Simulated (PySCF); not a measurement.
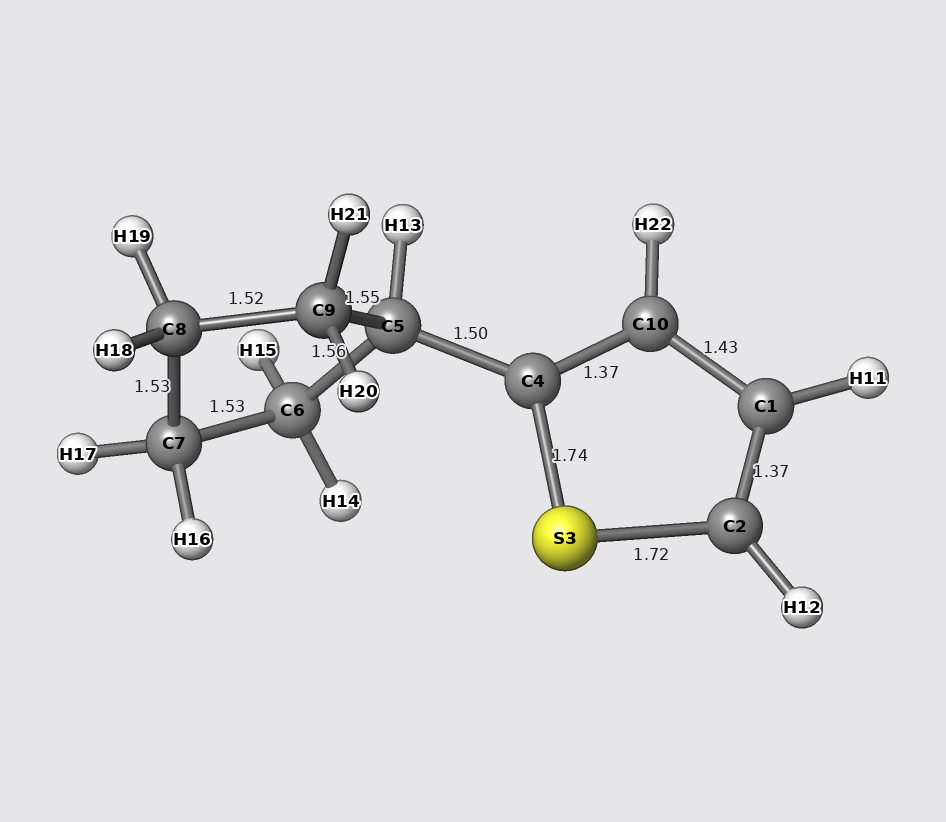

Bond lengths are marked in Å; every bond is drawn as one stick. The computed structure is the end point of a PBE0-D3(BJ)/def2-SVP optimisation. No frequency run is at hand to confirm it as a minimum.

Q: Which of the marked bonds are single, double, triple or aromatic?

A: C1–C2 aromatic; C1–C10 aromatic; C2–S3 aromatic; S3–C4 aromatic; C4–C5 single; C4–C10 aromatic; C5–C6 single; C5–C9 single; C6–C7 single; C7–C8 single; C8–C9 single.

Q: Write the SMILES.

A: c1csc(C2CCCC2)c1
